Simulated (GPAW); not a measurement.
# Settings that the conductance of an In chain with a Cl atom on top of one atom needs

How do the numerical settings move the conductance of an In chain with a Cl atom on top of one atom?

Main program and level: GPAW 26.7.0; GPAW LCAO, PAW setups; Landauer transmission from Green's functions with principal layers (ASE), zero bias.

## 1. Set-up

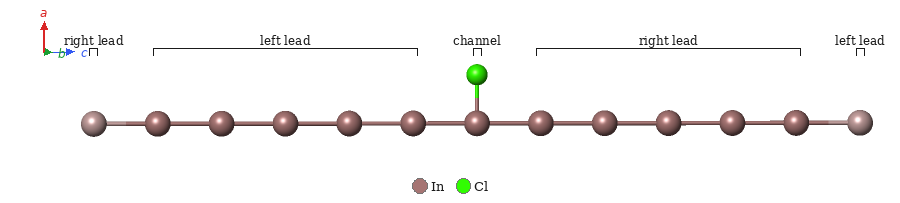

The cell as given, from the side, with the c axis across the page (indium brown, chlorine green). Some periodic images of atoms are drawn too.

The cell holds 12 atoms: 11 In and 1 Cl. Cell: a = 9.000 Å, b = 9.000 Å, c = 32.450 Å, α = 90.0°, β = 90.0°, γ = 90.0°. Regions: left lead, 5 atoms (5 In); channel, 2 atoms (1 In and 1 Cl); right lead, 5 atoms (5 In). Vacuum lies along a and b. The structure is stacked along c, and the current runs across the ab planes.

## 2. The reference run

All settings start at ordinary values; they are then varied in turn, with meshes following the cell where its length changes.

Contents of run.py:

```python
import json
import numpy as np
from ase import Atoms
from ase.transport.calculators import TransportCalculator
from gpaw import GPAW, FermiDirac
from gpaw.lcao.tools import get_lcao_hamiltonian
from scipy.linalg import eigh

# The junction with lead layers at both ends, along the third cell vector
device = Atoms(
    ['In', 'In', 'In', 'In', 'In', 'In', 'Cl', 'In', 'In', 'In', 'In', 'In'],
    positions=[
        [4.50000, 4.50000, 1.47500],
        [4.50000, 4.50000, 4.42500],
        [4.50000, 4.50000, 7.37500],
        [4.50000, 4.50000, 10.32500],
        [4.50000, 4.50000, 13.27500],
        [4.50000, 4.50000, 16.22500],
        [6.72080, 4.50000, 16.22500],
        [4.50000, 4.50000, 19.17500],
        [4.50000, 4.50000, 22.12500],
        [4.50000, 4.50000, 25.07500],
        [4.50000, 4.50000, 28.02500],
        [4.50000, 4.50000, 30.97500]],
    cell=[[9.0, 0.0, 0.0], [0.0, 9.0, 0.0], [0.0, 0.0, 32.45]],
    pbc=True)

# One principal layer of the lead: the first 3 atoms of the device
lead = Atoms(
    ['In', 'In', 'In'],
    positions=[
        [4.50000, 4.50000, 1.47500],
        [4.50000, 4.50000, 4.42500],
        [4.50000, 4.50000, 7.37500]],
    cell=[[9.0, 0.0, 0.0], [0.0, 9.0, 0.0], [0.0, 0.0, 8.85]],
    pbc=True)

settings = dict(mode='lcao', basis='szp(dzp)', xc='LDA', h=0.2,
                occupations=FermiDirac(0.1), maxiter=250,
                mixer=dict(beta=0.1, nmaxold=8, weight=100.0),
                convergence=dict(density=0.0001))
energies = np.arange(-3, 3 + 1e-9, 0.075)
eta = 0.0001
n1, n2 = 1, 1
# k and -k transmit alike, so half of the mesh across the current serves
mesh = [(i, j) for i in range(n1) for j in range(n2) if (i, j) <= (-i % n1, -j % n2)]
weights = np.array([1 if (i, j) == (-i % n1, -j % n2) else 2 for i, j in mesh]) / (n1 * n2)

# [... helper functions left out ...]
fermi_lead = ground_state(lead, (1, 1, 13), 'lead.txt')
fermi_device = ground_state(device, (1, 1, 3), 'device.txt')
# [... loop over the mesh left out, but for ...]
        # Shift the lead onto the potential of the device's first layer
        shift = ((H[:, 0, 0] - H0[:, 0, 0]) / S0[0, 0]).real.mean()
# [...]
kT = 8.617333e-5 * 300
bias = [0.1, 0.2, 0.5, 1.0, 1.5, 2.0]
# [... integrals and printing left out ...]
```

The run is started by

```console
OMP_NUM_THREADS=1 OPENBLAS_NUM_THREADS=2 python run.py
```

Output:

```text
basis functions: device 163, principal layer 42
Fermi level: lead -2.6432 eV, device -2.5656 eV; lead shifted by -0.0003 eV
largest coupling past the next layer 1.87e-06 eV, largest misfit of the first layer 0.030 eV
  E-E_F (eV)   T (one spin)  [channel counts left out]
    -3.000    5.3871e-01
    -2.925    4.7114e-01
    -2.850    4.2274e-01
    -2.775    3.8800e-01
    -2.700    3.6143e-01
    -2.625    3.3792e-01
    -2.550    3.1243e-01
    -2.475    2.7919e-01
    -2.400    2.3031e-01
    -2.325    1.5275e-01
    -2.250    2.0349e-02
    -2.175    3.9415e-08
    -2.100    3.0758e-08
    -2.025    1.2674e-07
    -1.950    1.4802e-07
    -1.875    1.2173e-08
[...]
2.475    2.0587e+00
     2.550    2.0608e+00
     2.625    2.0617e+00
     2.700    2.0613e+00
     2.775    2.0595e+00
     2.850    2.0564e+00
     2.925    2.0518e+00
     3.000    2.0455e+00
conductance at 300 K: 1.6023 G0 a cell; thermopower -4.159 uV/K
current from the zero-bias T(E) at 0.1 V: 12.352 uA
current from the zero-bias T(E) at 0.2 V: 24.321 uA
current from the zero-bias T(E) at 0.5 V: 56.382 uA
current from the zero-bias T(E) at 1.0 V: 106.37 uA
current from the zero-bias T(E) at 1.5 V: 157.55 uA
current from the zero-bias T(E) at 2.0 V: 210.36 uA
```

Elapsed: 25 s, on 2 threads of Arm Neoverse V2, shared host; peak memory 1.1 GiB.

Numbers from this step:

```yaml
conductance: 1.602 G₀
largest_coupling_past_the_next_principal_layer: 1.87e-6 eV
largest_misfit_of_the_first_principal_layer: 0.02956 eV
shift_that_aligns_the_lead: -3.31e-4 eV
basis_functions_of_the_junction: 163
basis_functions_of_a_principal_layer: 42
transmission_at_the_fermi_level_one_spin: 1.629
```

One spin. Table of transmission, zone mean by energy, zero at the Fermi level:

```csv
energy (eV),"transmission, zone mean"
-3.0000,0.539
-2.7750,0.388
-2.4750,0.279
-2.2500,0.0203
-2.0250,1.3e-7
-1.7250,2.7e-9
-1.5000,3.4e-9
-1.2750,3.8e-7
-0.9750,0.940
-0.7500,0.975
-0.5250,0.984
-0.2250,0.986
0.0000,1.63
0.2250,1.59
0.5250,1.62
0.7500,1.72
0.9750,1.81
1.2750,1.90
1.5000,1.95
1.7250,1.98
2.0250,2.02
2.2500,2.05
2.4750,2.06
2.7750,2.06
3.0000,2.05
```

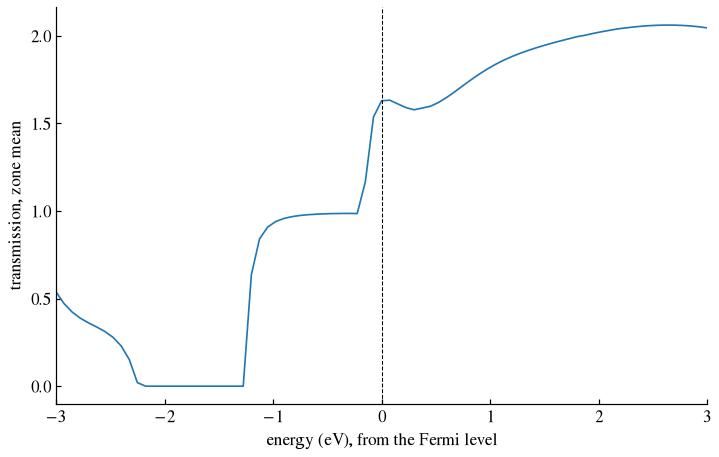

Transmission, zone mean, plotted against energy.

Not self-consistent under bias; the bias window is split evenly. Table of current through one cell, from the zero-bias transmission by bias:

```csv
bias (V),"current through one cell, from the zero-bias transmission (μA)"
0.100,12.4
0.200,24.3
0.500,56.4
1.000,106
1.500,158
2.000,210
```

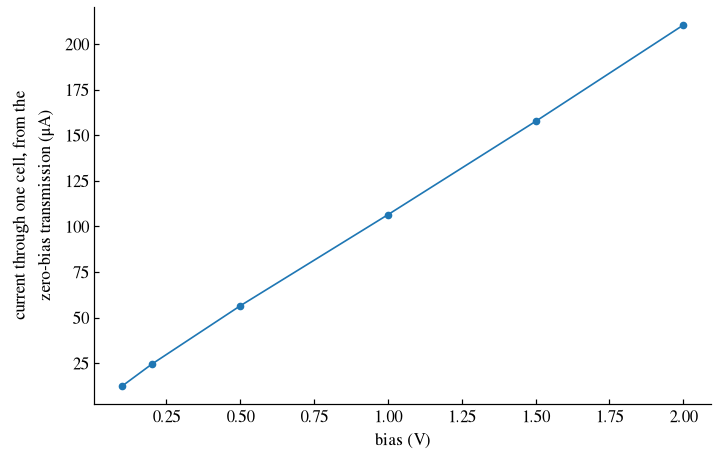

Current through one cell, from the zero-bias transmission against bias.

Couplings past the next layer reach 1.9e-6 eV, small enough to drop; the matrix elements of the cell's first layer differ from the bulk lead's by up to 0.030 eV. That layer keeps its own values in the calculation, and only beyond it is the lead taken as perfect. The Fermi levels of lead and junction count from different zeros of potential, one for each periodic cell; with both set to zero, the small remaining shift is what aligns them. By hand: G = 1.602 × 77.48 μS = 124 μS, a resistance of 8.05 kΩ; at 0.1 V a linear junction would pass 12.4 μA, and the integral over the bias window gives 12.4 μA.

## 3. Varying the lead periods between scatterer and principal layer, 8 atoms: buffer = 0

Lead periods next to the scatterer let its potential die away before the semi-infinite lead is joined.

System of this step: In chain with a Cl atom on top of one atom. The cell holds 8 atoms: 7 In and 1 Cl. Its edges and angles: a = 9.000 Å, b = 9.000 Å, c = 20.650 Å, α = 90.0°, β = 90.0°, γ = 90.0°. Regions: left lead, 3 atoms (3 In); channel, 2 atoms (1 In and 1 Cl); right lead, 3 atoms (3 In). Vacuum lies along a and b. The structure is stacked along c, and the current runs across the ab planes.

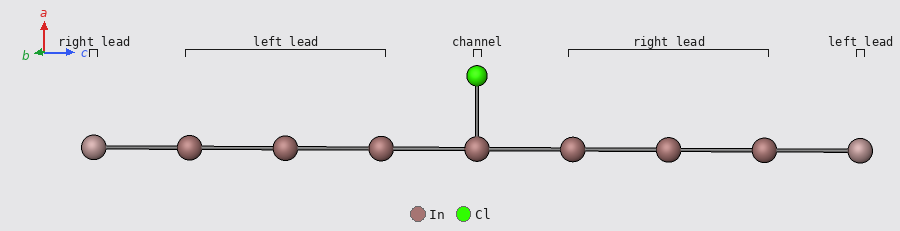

The cell of this step (indium brown, chlorine green). Some periodic images of atoms are drawn too.

Edit run.py of step 2 so:

```diff
@@ -10,3 +10,3 @@
 device = Atoms(
-    ['In', 'In', 'In', 'In', 'In', 'In', 'Cl', 'In', 'In', 'In', 'In', 'In'],
+    ['In', 'In', 'In', 'In', 'Cl', 'In', 'In', 'In'],
     positions=[
@@ -16,11 +16,7 @@
         [4.50000, 4.50000, 10.32500],
+        [6.72080, 4.50000, 10.32500],
         [4.50000, 4.50000, 13.27500],
         [4.50000, 4.50000, 16.22500],
-        [6.72080, 4.50000, 16.22500],
-        [4.50000, 4.50000, 19.17500],
-        [4.50000, 4.50000, 22.12500],
-        [4.50000, 4.50000, 25.07500],
-        [4.50000, 4.50000, 28.02500],
-        [4.50000, 4.50000, 30.97500]],
-    cell=[[9.0, 0.0, 0.0], [0.0, 9.0, 0.0], [0.0, 0.0, 32.45]],
+        [4.50000, 4.50000, 19.17500]],
+    cell=[[9.0, 0.0, 0.0], [0.0, 9.0, 0.0], [0.0, 0.0, 20.65]],
     pbc=True)
@@ -50,3 +46,3 @@
 fermi_lead = ground_state(lead, (1, 1, 13), 'lead.txt')
-fermi_device = ground_state(device, (1, 1, 3), 'device.txt')
+fermi_device = ground_state(device, (1, 1, 4), 'device.txt')
 # [... loop over the mesh left out, but for ...]
```

Output:

```text
basis functions: device 107, principal layer 42
Fermi level: lead -2.6432 eV, device -2.5188 eV; lead shifted by 0.0312 eV
largest coupling past the next layer 1.87e-06 eV, largest misfit of the first layer 0.306 eV
  E-E_F (eV)   T (one spin)  [channel counts left out]
    -3.000    5.2172e-01
    -2.925    4.5368e-01
    -2.850    4.0607e-01
    -2.775    3.7318e-01
    -2.700    3.4954e-01
    -2.625    3.3027e-01
    -2.550    3.1072e-01
    -2.475    2.8581e-01
    -2.400    2.4886e-01
    -2.325    1.8927e-01
    -2.250    8.6650e-02
    -2.175    1.4167e-07
    -2.100    8.0123e-08
    -2.025    2.4153e-07
    -1.950    1.3732e-06
    -1.875    5.3937e-08
[...]
2.475    2.0508e+00
     2.550    2.0513e+00
     2.625    2.0514e+00
     2.700    2.0509e+00
     2.775    2.0498e+00
     2.850    2.0481e+00
     2.925    2.0455e+00
     3.000    2.0418e+00
conductance at 300 K: 1.5775 G0 a cell; thermopower -0.8055 uV/K
current from the zero-bias T(E) at 0.1 V: 12.174 uA
current from the zero-bias T(E) at 0.2 V: 23.915 uA
current from the zero-bias T(E) at 0.5 V: 54.781 uA
current from the zero-bias T(E) at 1.0 V: 103.45 uA
current from the zero-bias T(E) at 1.5 V: 154.99 uA
current from the zero-bias T(E) at 2.0 V: 207.77 uA
```

It took 17 s on 2 threads; peak memory 0.78 GiB.

This step gave:

| Item | Value |
| --- | --- |
| conductance | 1.578 G₀ |
| largest misfit of the first principal layer | 0.3061 eV |
| shift that aligns the lead | 0.03125 eV |
| basis functions of the junction | 107 |
| transmission at the Fermi level (one spin) | 1.579 |

One spin. Table of transmission, zone mean by energy, zero at the Fermi level:

```csv
energy (eV),"transmission, zone mean"
-3.0000,0.522
-2.7750,0.373
-2.4750,0.286
-2.2500,0.0867
-2.0250,2.4e-7
-1.7250,9.7e-9
-1.5000,8.6e-9
-1.2750,1.5e-7
-0.9750,0.953
-0.7500,0.981
-0.5250,0.988
-0.2250,0.987
-0.0750,1.65
0.0000,1.58
0.2250,1.57
0.5250,1.65
0.7500,1.72
0.9750,1.79
1.2750,1.89
1.5000,1.95
1.7250,1.99
2.0250,2.03
2.2500,2.04
2.4750,2.05
2.7750,2.05
3.0000,2.04
```

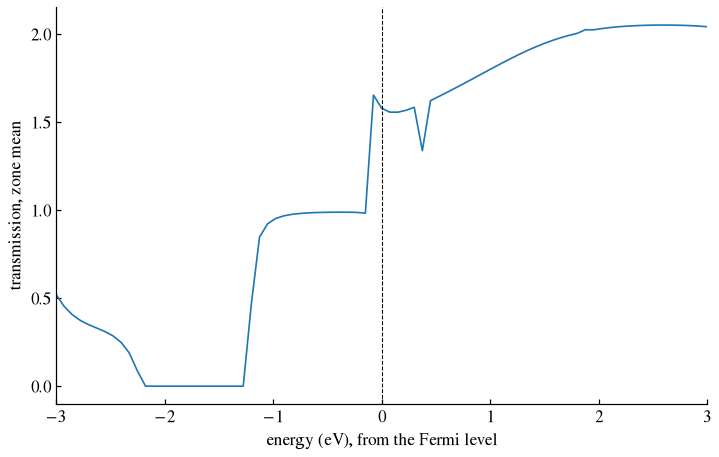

Transmission, zone mean against energy.

Not self-consistent under bias; the bias window is split evenly. Current through one cell, from the zero-bias transmission against bias:

```csv
bias (V),"current through one cell, from the zero-bias transmission (μA)"
0.100,12.2
0.200,23.9
0.500,54.8
1.000,103
1.500,155
2.000,208
```

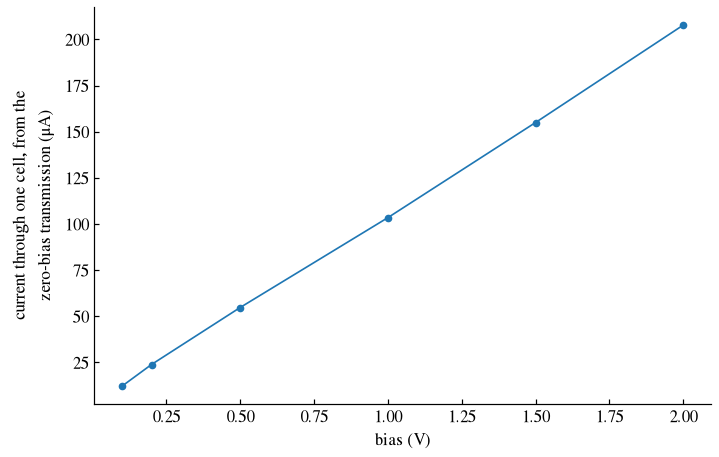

Current through one cell, from the zero-bias transmission against bias.

The conductance, 1.58 G₀, lies 1.5 % below that of the base run. Couplings past the next layer reach 1.9e-6 eV, small enough to drop; the matrix elements of the cell's first layer differ from the bulk lead's by up to 0.31 eV. That layer keeps its own values in the calculation, and only beyond it is the lead taken as perfect.

## 4. Lead periods between scatterer and principal layer, 10 atoms: buffer = 1

System of this step: In chain with a Cl atom on top of one atom. The cell holds 10 atoms: 9 In and 1 Cl. Its edges and angles: a = 9.000 Å, b = 9.000 Å, c = 26.550 Å, α = 90.0°, β = 90.0°, γ = 90.0°. Regions: left lead, 4 atoms (4 In); channel, 2 atoms (1 In and 1 Cl); right lead, 4 atoms (4 In). Vacuum lies along a and b. The structure is stacked along c, and the current runs across the ab planes.

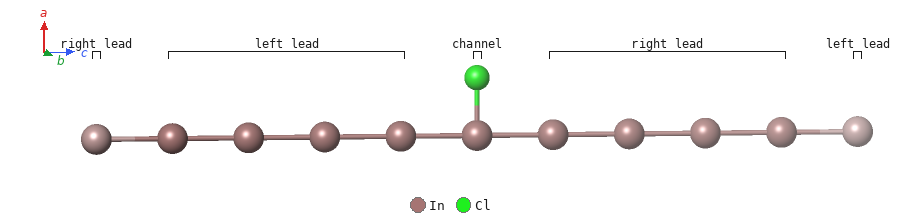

The cell of this step (indium brown, chlorine green). Some periodic images of atoms are drawn too.

Edit run.py of step 3 so:

```diff
@@ -10,3 +10,3 @@
 device = Atoms(
-    ['In', 'In', 'In', 'In', 'Cl', 'In', 'In', 'In'],
+    ['In', 'In', 'In', 'In', 'In', 'Cl', 'In', 'In', 'In', 'In'],
     positions=[
@@ -16,7 +16,9 @@
         [4.50000, 4.50000, 10.32500],
-        [6.72080, 4.50000, 10.32500],
         [4.50000, 4.50000, 13.27500],
+        [6.72080, 4.50000, 13.27500],
         [4.50000, 4.50000, 16.22500],
-        [4.50000, 4.50000, 19.17500]],
-    cell=[[9.0, 0.0, 0.0], [0.0, 9.0, 0.0], [0.0, 0.0, 20.65]],
+        [4.50000, 4.50000, 19.17500],
+        [4.50000, 4.50000, 22.12500],
+        [4.50000, 4.50000, 25.07500]],
+    cell=[[9.0, 0.0, 0.0], [0.0, 9.0, 0.0], [0.0, 0.0, 26.55]],
     pbc=True)
@@ -46,3 +48,3 @@
 fermi_lead = ground_state(lead, (1, 1, 13), 'lead.txt')
-fermi_device = ground_state(device, (1, 1, 4), 'device.txt')
+fermi_device = ground_state(device, (1, 1, 3), 'device.txt')
 # [... loop over the mesh left out, but for ...]
```

Output:

```text
basis functions: device 135, principal layer 42
Fermi level: lead -2.6432 eV, device -2.5494 eV; lead shifted by -0.0079 eV
largest coupling past the next layer 1.87e-06 eV, largest misfit of the first layer 0.042 eV
  E-E_F (eV)   T (one spin)  [channel counts left out]
    -3.000    5.4758e-01
    -2.925    4.7811e-01
    -2.850    4.2805e-01
    -2.775    3.9193e-01
    -2.700    3.6415e-01
    -2.625    3.3946e-01
    -2.550    3.1257e-01
    -2.475    2.7743e-01
    -2.400    2.2567e-01
    -2.325    1.4329e-01
    -2.250    2.0512e-03
    -2.175    4.8711e-08
    -2.100    4.8051e-08
    -2.025    2.5389e-07
    -1.950    2.0088e-07
    -1.875    2.0400e-08
[...]
2.475    2.0593e+00
     2.550    2.0617e+00
     2.625    2.0627e+00
     2.700    2.0625e+00
     2.775    2.0609e+00
     2.850    2.0578e+00
     2.925    2.0532e+00
     3.000    2.0468e+00
conductance at 300 K: 1.6195 G0 a cell; thermopower -4.149 uV/K
current from the zero-bias T(E) at 0.1 V: 12.475 uA
current from the zero-bias T(E) at 0.2 V: 24.516 uA
current from the zero-bias T(E) at 0.5 V: 56.545 uA
current from the zero-bias T(E) at 1.0 V: 106.49 uA
current from the zero-bias T(E) at 1.5 V: 157.69 uA
current from the zero-bias T(E) at 2.0 V: 210.48 uA
```

Run time: 22 s. Hardware: 2 threads; peak memory 0.93 GiB.

This step gave:

| Quantity | Value |
| --- | --- |
| conductance | 1.619 G₀ |
| largest misfit of the first principal layer | 0.04190 eV |
| shift that aligns the lead | -0.007915 eV |
| basis functions of the junction | 135 |
| transmission at the Fermi level (one spin) | 1.652 |

One spin. Transmission, zone mean against energy, zero at the Fermi level:

```csv
energy (eV),"transmission, zone mean"
-3.0000,0.548
-2.7750,0.392
-2.4750,0.277
-2.2500,0.00205
-2.0250,2.5e-7
-1.7250,4.8e-9
-1.5000,6.0e-9
-1.2750,8.1e-7
-0.9750,0.939
-0.7500,0.974
-0.5250,0.984
-0.2250,0.985
0.0000,1.65
0.2250,1.59
0.5250,1.62
0.7500,1.72
0.9750,1.81
1.2750,1.90
1.5000,1.95
1.7250,1.98
2.0250,2.02
2.2500,2.05
2.4750,2.06
2.7750,2.06
3.0000,2.05
```

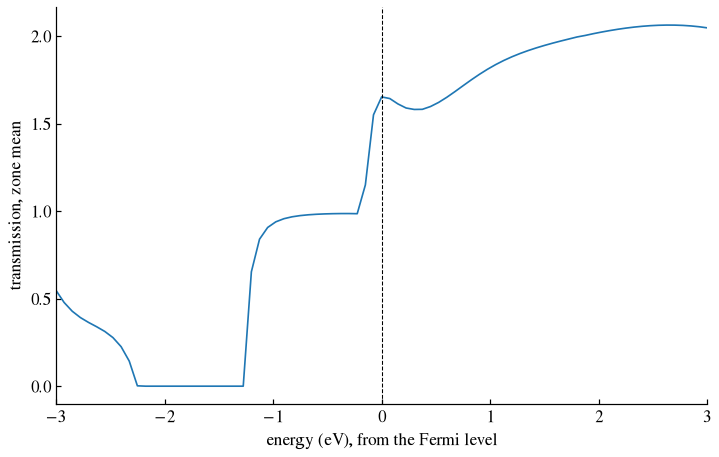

Transmission, zone mean, plotted against energy.

Not self-consistent under bias; the bias window is split evenly. Current through one cell, from the zero-bias transmission against bias:

```csv
bias (V),"current through one cell, from the zero-bias transmission (μA)"
0.100,12.5
0.200,24.5
0.500,56.5
1.000,106
1.500,158
2.000,210
```

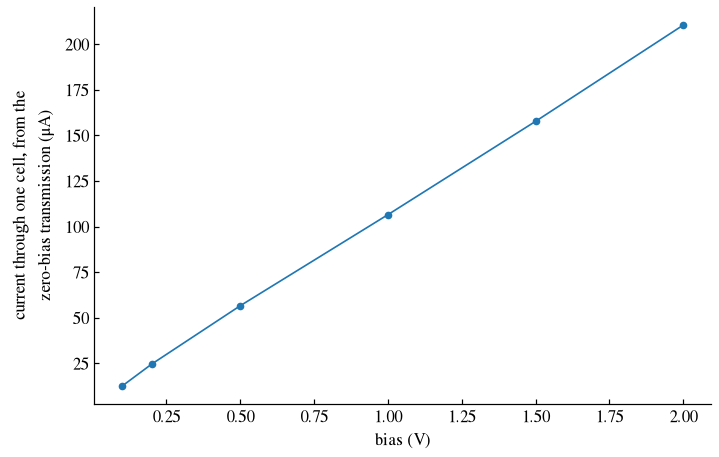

Current through one cell, from the zero-bias transmission, plotted against bias.

The conductance, 1.62 G₀, lies 1.1 % above that of the base run. Couplings past the next layer reach 1.9e-6 eV, small enough to drop; the matrix elements of the cell's first layer differ from the bulk lead's by up to 0.042 eV. That layer keeps its own values in the calculation, and only beyond it is the lead taken as perfect.

[end of part 1 of 5]

[Logs are printed without paths, hosts, clocks, repeated set-up lines and the standing remarks that a program may print on its own settings, such as how far it seeks lower states.]

[Hosts, paths, dates, database ids (printed as entryN), source tags and the programs' standing remarks are cut or masked in the printed files.]
